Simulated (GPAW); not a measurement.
# How the k mesh moves the magnetism of linear V chain, spacing 2.466 A, part 2 of 2

Two starts of linear V chain, spacing 2.466 A are run at each rung of the k mesh. Which rung is enough?

GPAW 26.7.0; PBE; plane waves with GPAW's PAW setups, scalar-relativistic.

So far, largest spin moment in the augmentation sphere (μB): step 2 (rung 1 (mesh 1×1×4), start ferro +) 3.14; step 3 (rung 1 (mesh 1×1×2), start antiferro q=(0,0,1/2) +-) 2.56; step 5 (rung 2 (mesh 1×1×3), start antiferro q=(0,0,1/2) +-) 2.46; step 6 (rung 3 (mesh 1×1×8), start ferro +) 3.00; step 7 (rung 3 (mesh 1×1×4), start antiferro q=(0,0,1/2) +-) 2.46.

### Step 8. Rung 4 (mesh 1×1×10), start ferro +

File order1.py:

```python
import json
import numpy as np
from ase import Atoms
from ase.parallel import paropen, parprint
from gpaw import GPAW

atoms = Atoms(['V'],
    cell=[[12.0, 0.0, 0.0],
         [0.0, 12.0, 0.0],
         [0.0, 0.0, 2.466]],
    scaled_positions=[[0.5, 0.5, 0.0]],
    pbc=True,
    magmoms=[1.5])
atoms.calc = GPAW(mode={'name': 'pw', 'ecut': 550},
    xc='PBE',
    kpts={'size': (1, 1, 10), 'gamma': True},
    occupations={'name': 'fermi-dirac', 'width': 0.1},
    convergence={'density': 1e-05, 'energy': 1e-05},
    maxiter=200,
    symmetry={'tolerance': 1e-4},
    txt='order1.txt')
e = atoms.get_potential_energy(force_consistent=True)
res = {'free_energy': e, 'energy_sigma0': atoms.get_potential_energy(), 'fermi_energy': atoms.calc.get_fermi_level()}
res['moments'] = atoms.get_magnetic_moments().tolist()
res['total'] = atoms.get_magnetic_moment()
parprint('site moments (muB):', np.round(res['moments'], 3))
parprint(f"total moment: {res['total']:.3f} muB")
parprint(f'free energy: {e:.6f} eV')
atoms.calc.write('order1.gpw')
with paropen('results.json', 'w') as f:
    json.dump(res, f)
```

Started as:

```
$ OMP_NUM_THREADS=1 python3 order1.py > order1.log
```

Numbers of over 12 decimals in the logs are rounded to 6 here.

Log:

```text
site moments (muB): [2.911]
total moment: 3.990 muB
free energy: -4.503520 eV

--- order1.txt ---
Input parameters:
  mode=PW(ecut=550),
  convergence={'density': 1e-05, 'energy': 1e-05},
  kpts=MonkhorstPack(size=(1, 1, 10), gamma=True),
  maxiter=200,
  occupations=Occupations(name='fermi-dirac', width=0.1),
  symmetry=Symmetry(tolerance=0.0001),
  xc=XC(name='PBE')

Diagonalizing LCAO Hamiltonian
[...]
|          3 |       -41.570 |     1.000 |       -38.883 |     1.000 |
|          4 |        -6.847 |     1.000 |        -4.872 |     1.000 |
[...]
|          9 |        -2.316 |     0.001 |        -1.040 |     0.000 |
|         10 |        -1.830 |     0.000 |         0.406 |     0.000 |
|         11 |        -1.830 |     0.000 |         0.961 |     0.000 |
|         12 |         0.091 |     0.000 |         0.961 |     0.000 |

No gap
No difference between direct/indirect transitions


[key lines of the parts left out:]
Free energy:      -4.503520
Converged in 20 steps
dipole moment: (0.000000, 0.000000, -5.785769)  # |e|*Ang
Fermi level: -3.049
```

Run time: 25 s. Hardware: 1 MPI rank of AMD EPYC 9R14 (Zen 4), shared host; peak memory 0.34 GiB.

Numbers from this step:

```yaml
magnetization: 3.990 μB
final_state: ferromagnetic
largest_moment: 2.911 μB
```

The largest moment moves by -0.09 μB from rung 3, at 1.1 times its CPU time.

### Step 9. Rung 4 (mesh 1×1×5), start antiferro q=(0,0,1/2) +-

File order2.py:

```python
import json
import numpy as np
from ase import Atoms
from ase.parallel import paropen, parprint
from gpaw import GPAW

atoms = Atoms(['V', 'V'],
    cell=[[12.0, 0.0, 0.0],
         [0.0, 12.0, 0.0],
         [0.0, 0.0, 4.932]],
    scaled_positions=[[0.5, 0.5, 0.0],
         [0.5, 0.5, 0.5]],
    pbc=True,
    magmoms=[1.5, -1.5])
atoms.calc = GPAW(mode={'name': 'pw', 'ecut': 550},
    xc='PBE',
    kpts={'size': (1, 1, 5), 'gamma': True},
    occupations={'name': 'fermi-dirac', 'width': 0.1},
    convergence={'density': 1e-05, 'energy': 1e-05},
    maxiter=200,
    symmetry={'tolerance': 1e-4},
    txt='order2.txt')
e = atoms.get_potential_energy(force_consistent=True)
res = {'free_energy': e, 'energy_sigma0': atoms.get_potential_energy(), 'fermi_energy': atoms.calc.get_fermi_level()}
res['moments'] = atoms.get_magnetic_moments().tolist()
res['total'] = atoms.get_magnetic_moment()
parprint('site moments (muB):', np.round(res['moments'], 3))
parprint(f"total moment: {res['total']:.3f} muB")
parprint(f'free energy: {e:.6f} eV')
atoms.calc.write('order2.gpw')
with paropen('results.json', 'w') as f:
    json.dump(res, f)
```

Started as:

```
$ OMP_NUM_THREADS=1 python3 order2.py > order2.log
```

Log:

```text
site moments (muB): [ 2.473 -2.473]
total moment: 0.000 muB
free energy: -9.113534 eV

--- order2.txt ---
Input parameters:
  mode=PW(ecut=550),
  convergence={'density': 1e-05, 'energy': 1e-05},
  kpts=MonkhorstPack(size=(1, 1, 5), gamma=True),
  maxiter=200,
  occupations=Occupations(name='fermi-dirac', width=0.1),
  symmetry=Symmetry(tolerance=0.0001),
  xc=XC(name='PBE')

Diagonalizing LCAO Hamiltonian
[...]
|          8 |        -5.629 |     1.000 |        -5.629 |     1.000 |
|          9 |        -3.918 |     0.999 |        -3.918 |     0.999 |
[...]
|         16 |        -0.787 |     0.000 |        -0.787 |     0.000 |
|         17 |        -0.579 |     0.000 |        -0.579 |     0.000 |
|         18 |         0.297 |     0.000 |         0.297 |     0.000 |
|         19 |         0.297 |     0.000 |         0.297 |     0.000 |

No gap
No difference between direct/indirect transitions


[key lines of the parts left out:]
Free energy:      -9.113534
Converged in 34 steps
dipole moment: (0.000000, 0.000000, -11.531516)  # |e|*Ang
Fermi level: -3.162
```

It took 75 s on 1 MPI rank; peak memory 0.54 GiB.

This step gave:

```yaml
magnetization: 0 μB
final_state: antiferromagnetic
largest_moment: 2.473 μB
```

This start lies -53.2 meV a seeded atom from the first, a change of -9.8 meV since rung 3; its largest moment is 2.47 μB.

### Step 10. Rung 5 (mesh 1×1×14), start ferro +

order1.py is the script of step 8 with these lines changed:

```diff
@@ -15,3 +15,3 @@
     xc='PBE',
-    kpts={'size': (1, 1, 10), 'gamma': True},
+    kpts={'size': (1, 1, 14), 'gamma': True},
     occupations={'name': 'fermi-dirac', 'width': 0.1},
```

Started as:

```
$ OMP_NUM_THREADS=1 python3 order1.py > order1.log
```

Log:

```text
site moments (muB): [2.919]
total moment: 4.023 muB
free energy: -4.499557 eV

--- order1.txt ---
Input parameters:
  mode=PW(ecut=550),
  convergence={'density': 1e-05, 'energy': 1e-05},
  kpts=MonkhorstPack(size=(1, 1, 14), gamma=True),
  maxiter=200,
  occupations=Occupations(name='fermi-dirac', width=0.1),
  symmetry=Symmetry(tolerance=0.0001),
  xc=XC(name='PBE')

Diagonalizing LCAO Hamiltonian
[...]
|          3 |       -41.574 |     1.000 |       -38.863 |     1.000 |
|          4 |        -6.861 |     1.000 |        -4.899 |     1.000 |
[...]
|          9 |        -2.340 |     0.001 |        -1.024 |     0.000 |
|         10 |        -1.857 |     0.000 |         0.420 |     0.000 |
|         11 |        -1.857 |     0.000 |         1.085 |     0.000 |
|         12 |         0.085 |     0.000 |         1.652 |     0.000 |

No gap
No difference between direct/indirect transitions


[key lines of the parts left out:]
Free energy:      -4.499557
Converged in 38 steps
dipole moment: (0.000000, 0.000000, -5.780651)  # |e|*Ang
Fermi level: -3.070
```

Run time: 58 s. Hardware: 1 MPI rank; peak memory 0.35 GiB.

This step gave:

```
magnetization  : 4.023 μB
final state    : ferromagnetic
largest moment : 2.919 μB
```

The largest moment moves by +0.01 μB from rung 4, at 2.3 times its CPU time.

### Step 11. Rung 5 (mesh 1×1×7), start antiferro q=(0,0,1/2) +-

order2.py is the script of step 9 with these lines changed:

```diff
@@ -16,3 +16,3 @@
     xc='PBE',
-    kpts={'size': (1, 1, 5), 'gamma': True},
+    kpts={'size': (1, 1, 7), 'gamma': True},
     occupations={'name': 'fermi-dirac', 'width': 0.1},
```

Started as:

```
$ OMP_NUM_THREADS=1 python3 order2.py > order2.log
```

Log:

```text
site moments (muB): [ 2.472 -2.472]
total moment: -0.000 muB
free energy: -9.101949 eV

--- order2.txt ---
Input parameters:
  mode=PW(ecut=550),
  convergence={'density': 1e-05, 'energy': 1e-05},
  kpts=MonkhorstPack(size=(1, 1, 7), gamma=True),
  maxiter=200,
  occupations=Occupations(name='fermi-dirac', width=0.1),
  symmetry=Symmetry(tolerance=0.0001),
  xc=XC(name='PBE')

Diagonalizing LCAO Hamiltonian
[...]
|          8 |        -5.643 |     1.000 |        -5.643 |     1.000 |
|          9 |        -3.938 |     0.999 |        -3.938 |     0.999 |
[...]
|         16 |        -0.808 |     0.000 |        -0.808 |     0.000 |
|         17 |        -0.595 |     0.000 |        -0.595 |     0.000 |
|         18 |         0.275 |     0.000 |         0.275 |     0.000 |
|         19 |         0.275 |     0.000 |         0.275 |     0.000 |

No gap
No difference between direct/indirect transitions


[key lines of the parts left out:]
Free energy:      -9.101949
Converged in 32 steps
dipole moment: (0.000000, 0.000000, -11.534263)  # |e|*Ang
Fermi level: -3.184
```

Run time: 85 s. Hardware: 1 MPI rank; peak memory 0.56 GiB.

This step gave:

* magnetization: 0 μB
* final state: antiferromagnetic
* largest moment: 2.472 μB

This start lies -51.4 meV a seeded atom from the first, a change of +1.8 meV since rung 4; its largest moment is 2.47 μB.

### Step 12. Another try

An input with a fault is tried, to see how the program answers.

File run.py:

```python
import json
import numpy as np
from ase import Atoms
from ase.parallel import paropen, parprint
from gpaw import GPAW

atoms = Atoms(['V'],
    cell=[[12.0, 0.0, 0.0],
         [0.0, 12.0, 0.0],
         [0.0, 0.0, 2.466]],
    scaled_positions=[[0.5, 0.5, 0.0]],
    pbc=True,
    magmoms=[1.5])
atoms.calc = GPAW(mode={'name': 'pw', 'ecut': 550},
    xc='PBE',
    kpts={'size': (1, 1, 14), 'gamma': True},
    occupation={'name': 'fermi-dirac', 'width': 0.1},
    convergence={'density': 1e-05, 'energy': 1e-05},
    maxiter=75,
    symmetry={'tolerance': 1e-4},
    txt='run.txt')
e = atoms.get_potential_energy(force_consistent=True)
res = {'free_energy': e, 'energy_sigma0': atoms.get_potential_energy(), 'fermi_energy': atoms.calc.get_fermi_level()}
res['moments'] = atoms.get_magnetic_moments().tolist()
res['total'] = atoms.get_magnetic_moment()
parprint('site moments (muB):', np.round(res['moments'], 3))
parprint(f"total moment: {res['total']:.3f} muB")
parprint(f'free energy: {e:.6f} eV')
atoms.calc.write('run.gpw')
with paropen('results.json', 'w') as f:
    json.dump(res, f)
```

Started as:

```
$ OMP_NUM_THREADS=1 python3 run.py > run.log
```

Log:

```text
TypeError: GPAW() got an unexpected keyword argument 'occupation'
```

The job ended after 1.2 s (1 MPI rank; peak memory 0.1 GiB).

The program refused the input before any cycle.

The program's message: “TypeError: GPAW() got an unexpected keyword argument 'occupation'”

A key was misspelt on purpose.

The name must match the manual letter for letter.

### Step 13. The rungs together

Ladder, by row:

```
rung    mesh  state from the first start  state from the second start  second less first (meV a seeded atom)  moment, first (μB)  moment, second (μB)  CPU time (s)
   1   1x1x4               ferromagnetic            antiferromagnetic                                    262               3.135                 2.56         84.89
   3   1x1x8               ferromagnetic            antiferromagnetic                                  -43.4               2.998                2.462         104.9
   4  1x1x10               ferromagnetic            antiferromagnetic                                 -53.25               2.911                2.473         100.1
   5  1x1x14               ferromagnetic            antiferromagnetic                                 -51.42               2.919                2.472         142.3
```

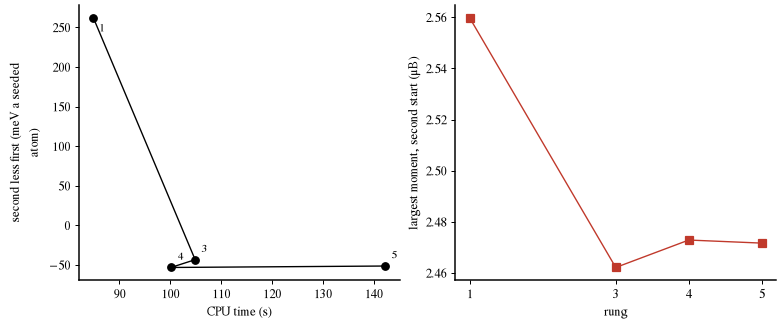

Result against cost, rungs numbered as in the table, and the moment by rung.

### Step 14. Outcome

* range of the moment in the table, second start: 2.46 to 2.56 μB
* range of CPU time: 85 s to 2.4 min
* range of the energy difference: -53.2 to 262 meV a seeded atom
* first rung from which all stay within 2.6 meV of the last: 4

What this shows: From rung 4 on the result stays within 1.8 meV of the last rung, inside the margin of 2.6 meV set for it, at 70 % of the last rung's cost. The sign of the difference changes along the ladder, so the order that comes out lowest hangs on the rung. Rung 2 gave no pair of finished runs and is missing from the table.

[Logs and program files are shortened in this print: banners, set-up blocks, solver, clock and traceback lines can be left out without a mark of their own.]

[Logs are printed without paths, hosts, clocks, repeated set-up lines and the standing remarks that a program may print on its own settings, such as how far it seeks lower states.]

[Hosts, paths, dates, database ids (printed as entryN), source tags and the programs' standing remarks are cut or masked in the printed files.]

[Where a cell is said to come from a database of computed structures, the database is the Materials Project.]
